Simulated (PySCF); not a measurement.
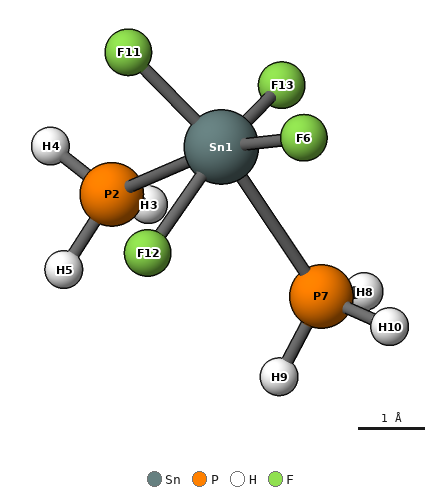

Fig. 1: The input geometry (ball-and-stick view, seen at a tilt; atoms are numbered from 1 in the order of the input). Sticks mark near contacts.

# SnP₂H₆F₄: geometry relaxation

The run: geometry relaxation of SnP₂H₆F₄ (cis-Sn(PH3)2F4). Method and program: PBE0-D3(BJ)/def2-SVP geometry optimisation, gas phase (PySCF 2.14.0).

It belongs to a series of runs on one base structure; here: cis, PH3.

Log:
```
step   0  E = -1298.85495235  max force = 0.072167
step   1  E = -1298.89341274  max force = 0.027217
step   2  E = -1298.89607731  max force = 0.009818
step   3  E = -1298.89835012  max force = 0.014840
step   4  E = -1298.89930352  max force = 0.005885
step   5  E = -1298.89994498  max force = 0.003613
step   6  E = -1298.90015701  max force = 0.002960
step   7  E = -1298.90050609  max force = 0.004180
step   8  E = -1298.90099935  max force = 0.004479
step   9  E = -1298.90121541  max force = 0.002556
step  10  E = -1298.90138808  max force = 0.001768
step  11  E = -1298.90149957  max force = 0.001697
step  12  E = -1298.90175908  max force = 0.002043
step  13  E = -1298.90205984  max force = 0.003512
step  14  E = -1298.90234873  max force = 0.002684
step  15  E = -1298.90274267  max force = 0.001555
step  16  E = -1298.90283760  max force = 0.001292
step  17  E = -1298.90295213  max force = 0.001953
step  18  E = -1298.90307731  max force = 0.001783
step  19  E = -1298.90321726  max force = 0.001708
step  20  E = -1298.90331459  max force = 0.001164
step  21  E = -1298.90341365  max force = 0.002321
step  22  E = -1298.90349046  max force = 0.001573
step  23  E = -1298.90352424  max force = 0.000972
step  24  E = -1298.90354399  max force = 0.000627
step  25  E = -1298.90355336  max force = 0.000925
step  26  E = -1298.90356541  max force = 0.000687
step  27  E = -1298.90357696  max force = 0.000436
optimisation converged
```

Trajectory as extended XYZ (Å, eV, eV/Å), 8 of the 28 frames kept, from step=0 to step=27:
```
13
Properties=species:S:1:pos:R:3:forces:R:3 step=0 energy=-35343.64349
Sn   -1.0452   -0.0654   -1.0994   -2.1275   3.4649  -0.5085
P    -0.8289   -0.0229    1.8529    1.5717   0.9128  -3.7110
H    -0.0301   -0.9058    2.4804    1.3986  -1.3080   0.6874
H    -1.8150   -0.2496    2.6430   -3.5297  -0.7196   2.1926
H    -0.3973    1.0968    2.5110    0.5067   1.1163   0.3723
F    -0.8411    0.0410   -3.0856   -0.0390  -0.1899   1.6792
P     1.8866   -0.0070   -0.8157   -1.9054   0.5935   1.3015
H     2.5605   -1.0793   -0.2965    0.4113  -1.1190   0.5370
H     2.5037    0.9695    0.0050   -0.1384   0.1480  -0.0435
H     2.6583    0.1182   -1.8989    1.1107   0.3775  -1.9067
F    -3.1017    0.0037   -0.8168    2.6807  -0.1088  -0.3259
F    -0.7025    1.9814   -0.6907   -0.2069  -2.7475  -0.3981
F    -0.8166   -1.9327   -0.7666    0.2672  -0.4202   0.1235
13
Properties=species:S:1:pos:R:3:forces:R:3 step=4 energy=-35344.85035
Sn   -1.0024   -0.0082   -0.9859   -0.1132   0.0331   0.1931
P    -0.8324   -0.0163    1.8228   -0.0091  -0.0399  -0.0972
H     0.0442   -0.9537    2.4298   -0.0433   0.0297   0.0392
H    -2.0079   -0.2794    2.5699    0.0288  -0.0087  -0.0123
H    -0.3941    1.1678    2.4667   -0.0288  -0.0258   0.0276
F    -0.7817   -0.0280   -2.9003   -0.0060   0.0994   0.0280
P     1.8110    0.0124   -0.8142    0.0574  -0.0411   0.0104
H     2.4986   -1.1164   -0.2981    0.0244   0.0055  -0.0434
H     2.4421    1.0238   -0.0429   -0.0481  -0.0252  -0.0206
H     2.5372    0.1857   -2.0190   -0.0385  -0.0112  -0.0117
F    -2.9229    0.0114   -0.7204    0.3026   0.1057  -0.0531
F    -0.5222    1.8506   -0.5809   -0.1809  -0.2530  -0.1342
F    -0.6903   -1.9016   -0.6577    0.0547   0.1316   0.0741
13
Properties=species:S:1:pos:R:3:forces:R:3 step=8 energy=-35344.89650
Sn   -0.8169    0.0155   -0.8895   -0.0789  -0.1520   0.0471
P    -0.8584    0.0039    1.9058   -0.0051  -0.0084  -0.0193
H    -0.0483   -0.9048    2.6307    0.0237   0.0075   0.0198
H    -2.1280   -0.4238    2.3612   -0.0068  -0.0152  -0.0013
H    -0.6984    1.1554    2.7165   -0.0115   0.0074   0.0136
F    -0.6344   -0.0528   -2.8113   -0.0316  -0.0676   0.0094
P     1.9302    0.0118   -1.0266    0.0067  -0.0009   0.0102
H     2.6982   -1.1349   -0.7086    0.0446   0.0079  -0.0254
H     2.6688    1.0092   -0.3452    0.0340  -0.0131   0.0158
H     2.3681    0.2513   -2.3503    0.0207   0.0012   0.0043
F    -2.7273    0.0911   -0.6395   -0.0545  -0.0183  -0.0184
F    -0.3831    1.8798   -0.5948    0.0672   0.2303   0.0248
F    -0.5128   -1.8441   -0.3847   -0.0084   0.0213  -0.0807
13
Properties=species:S:1:pos:R:3:forces:R:3 step=12 energy=-35344.91717
Sn   -0.7876    0.0429   -0.8217    0.0445   0.0077  -0.1050
P    -0.8912    0.0037    1.9412    0.0272   0.0030  -0.0475
H     0.0342   -0.7436    2.7105    0.0210   0.0076   0.0127
H    -2.0853   -0.6640    2.2945   -0.0036  -0.0288   0.0229
H    -1.0044    1.1547    2.7597   -0.0117   0.0104  -0.0016
F    -0.7072   -0.1396   -2.7423    0.0094   0.0421   0.0255
P     2.0023    0.0179   -1.1023    0.0420   0.0436  -0.0070
H     2.8311   -1.1275   -0.9974   -0.0359  -0.0353   0.0059
H     2.8150    0.9383   -0.3925   -0.0322  -0.0057   0.0274
H     2.3441    0.4099   -2.4192   -0.0348   0.0210  -0.0004
F    -2.6921    0.1786   -0.5241   -0.0089   0.0176   0.0130
F    -0.2507    1.9052   -0.6202   -0.0196  -0.0850  -0.0106
F    -0.4834   -1.8193   -0.3373    0.0026   0.0017   0.0647
13
Properties=species:S:1:pos:R:3:forces:R:3 step=15 energy=-35344.94393
Sn   -0.8277    0.0058   -0.8362    0.0216  -0.0379   0.0440
P    -0.8664   -0.0040    1.9266   -0.0025  -0.0027  -0.0588
H     0.2560   -0.3717    2.7113    0.0080   0.0111   0.0200
H    -1.7800   -0.9904    2.3637   -0.0046   0.0104   0.0062
H    -1.3228    1.1084    2.6738    0.0060   0.0100   0.0217
F    -0.7663   -0.2010   -2.7524   -0.0292  -0.0047  -0.0290
P     1.9252    0.0242   -1.0949    0.0376  -0.0196  -0.0392
H     2.7430   -1.1264   -1.2304   -0.0010   0.0080  -0.0046
H     2.7262    0.7755   -0.1990   -0.0150  -0.0180   0.0239
H     2.2540    0.6922   -2.2977   -0.0009   0.0070   0.0050
F    -2.7115    0.2518   -0.4808   -0.0230  -0.0649  -0.0040
F    -0.2420    1.8575   -0.6826    0.0275   0.0800   0.0191
F    -0.5545   -1.8536   -0.3146   -0.0244   0.0213  -0.0041
13
Properties=species:S:1:pos:R:3:forces:R:3 step=19 energy=-35344.95685
Sn   -0.8978   -0.0976   -0.8669   -0.0275   0.0243   0.0187
P    -0.8209    0.0230    1.9033   -0.0030  -0.0023  -0.0051
H     0.3701   -0.1194    2.6633   -0.0164  -0.0069  -0.0028
H    -1.5850   -1.0148    2.4861    0.0014   0.0050   0.0143
H    -1.3741    1.1425    2.5726   -0.0024  -0.0081  -0.0240
F    -0.9132   -0.2533   -2.7885    0.0136   0.0049   0.0080
P     1.8521   -0.0032   -1.1112   -0.0409   0.0242   0.0107
H     2.6831   -1.1135   -1.3990   -0.0109  -0.0080  -0.0135
H     2.5638    0.5330   -0.0086    0.0201   0.0114  -0.0159
H     2.2734    0.8957   -2.1181    0.0228   0.0129   0.0065
F    -2.7831   -0.0322   -0.4416    0.0296   0.0354  -0.0085
F    -0.3980    1.7846   -0.6826   -0.0255  -0.0878   0.0037
F    -0.5166   -1.9378   -0.3591    0.0391  -0.0049   0.0078
13
Properties=species:S:1:pos:R:3:forces:R:3 step=23 energy=-35344.96520
Sn   -0.8464   -0.1534   -0.8254    0.0158  -0.0131   0.0166
P    -0.8387    0.0041    1.9342   -0.0071  -0.0072  -0.0056
H     0.3195   -0.0009    2.7540    0.0085   0.0041   0.0046
H    -1.5460   -1.0589    2.5426   -0.0030  -0.0045   0.0046
H    -1.5148    1.1081    2.5056    0.0003   0.0060   0.0041
F    -0.8550   -0.3079   -2.7481   -0.0051  -0.0070  -0.0119
P     1.8762    0.0652   -1.2010    0.0265   0.0134   0.0142
H     2.6499   -1.0194   -1.6812   -0.0053  -0.0061  -0.0034
H     2.6934    0.4580   -0.1103    0.0070  -0.0085   0.0007
H     2.2532    1.0664   -2.1267   -0.0189  -0.0029  -0.0051
F    -2.7342   -0.1687   -0.4088   -0.0108  -0.0174  -0.0072
F    -0.4629    1.7466   -0.6123    0.0105   0.0500   0.0017
F    -0.3277   -1.9588   -0.3118   -0.0184  -0.0068  -0.0132
13
Properties=species:S:1:pos:R:3:forces:R:3 step=27 energy=-35344.96664
Sn   -0.8178   -0.1493   -0.8041   -0.0084   0.0080  -0.0033
P    -0.8537   -0.0042    1.9507    0.0026  -0.0018   0.0020
H     0.2962    0.0207    2.7822   -0.0010  -0.0007  -0.0029
H    -1.5482   -1.0762    2.5586    0.0013   0.0005   0.0003
H    -1.5562    1.0926    2.5041    0.0001  -0.0009  -0.0006
F    -0.7849   -0.2897   -2.7302    0.0014   0.0121   0.0001
P     1.8971    0.0756   -1.2158   -0.0125  -0.0069   0.0061
H     2.6244   -1.0046   -1.7714   -0.0014  -0.0029  -0.0047
H     2.7904    0.4402   -0.1762    0.0026   0.0023  -0.0022
H     2.2063    1.0918   -2.1491    0.0080   0.0023  -0.0022
F    -2.7150   -0.1820   -0.4317    0.0048   0.0045   0.0034
F    -0.4516    1.7548   -0.5698   -0.0001  -0.0224   0.0015
F    -0.3180   -1.9650   -0.3105    0.0028   0.0060   0.0027
```

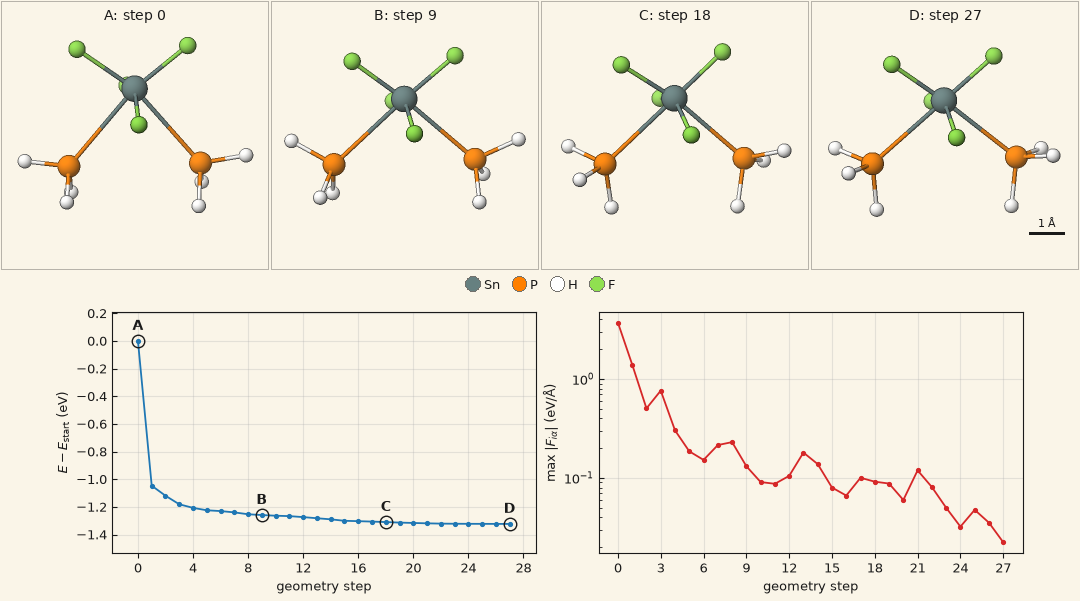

Fig. 2: Frames of the relaxation (ball-and-stick view, seen at a tilt) above the curves, on which the letters mark them (steps are counted from 0).

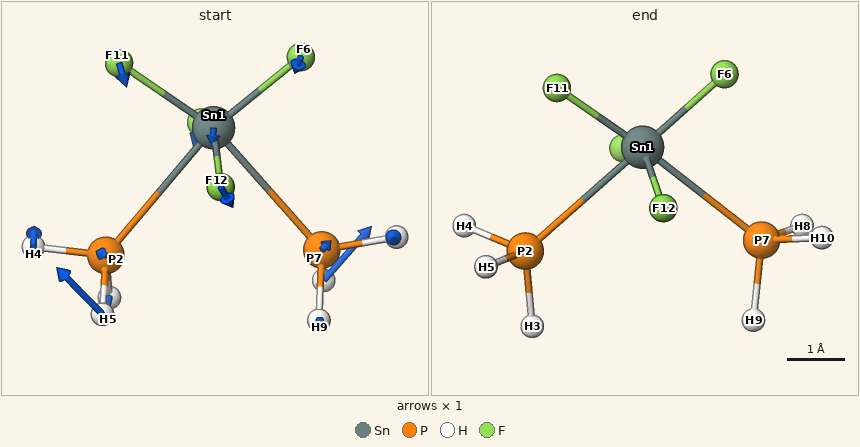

Fig. 3: Before (left) and after (right) the relaxation, at one scale (ball-and-stick view, seen at a tilt). The blue arrows give the displacements, at true length. The energy falls by 1.323 eV in 27 geometry steps. The largest force component goes from 3.7 to 0.022 eV/Å. H8 moves most after the best rigid fit: 1.29 Å. Largest moves by element: H 1.29 Å, F 0.52 Å, Sn 0.35 Å, P 0.27 Å. Among the contacts that change: Sn1–P2 2.961 → 2.759 Å, Sn1–P7 2.946 → 2.755 Å, Sn1–F12 2.115 → 1.953 Å, Sn1–F11 2.077 → 1.934 Å. Among the angles that change: P2–Sn1–P7 80.3° → 99.1°, Sn1–P2–H4 123.7° → 113.3°, P2–Sn1–F6 169.2° → 178.8°. (Atoms are counted from 1 in the order of the input.)

This output came from the following input.

Input:
```
{"job": {"xc": "PBE0", "basis": "def2-SVP", "d3": "d3bj", "grid": 1, "maxiter": 30, "shake": 0.03, "kind": "geom"}, "charge": 0, "multiplicity": 1}
Sn    -1.045210    -0.065440    -1.099440
P     -0.828940    -0.022940     1.852900
H     -0.030070    -0.905830     2.480440
H     -1.814970    -0.249560     2.642960
H     -0.397340     1.096840     2.511010
F     -0.841110     0.040990    -3.085550
P      1.886600    -0.006990    -0.815710
H      2.560480    -1.079260    -0.296460
H      2.503670     0.969520     0.005000
H      2.658320     0.118160    -1.898910
F     -3.101700     0.003750    -0.816770
F     -0.702500     1.981390    -0.690680
F     -0.816590    -1.932720    -0.766570
```

The first line tells a small driver script what to run in PySCF; the rest is the geometry in Å.

Launched with:
```bash
OMP_NUM_THREADS=1 python <driver script> task.json out
```

Summary:

| quantity | value |
| --- | --- |
| outcome | converged |
| total energy | −1298.903577 hartree |
| dipole moment | 7.31 D |
| point group | C1 |
| hardware | 1 CPU thread, shared host |
| wall time | 7.5 min |
| peak memory | 0.6 GiB |
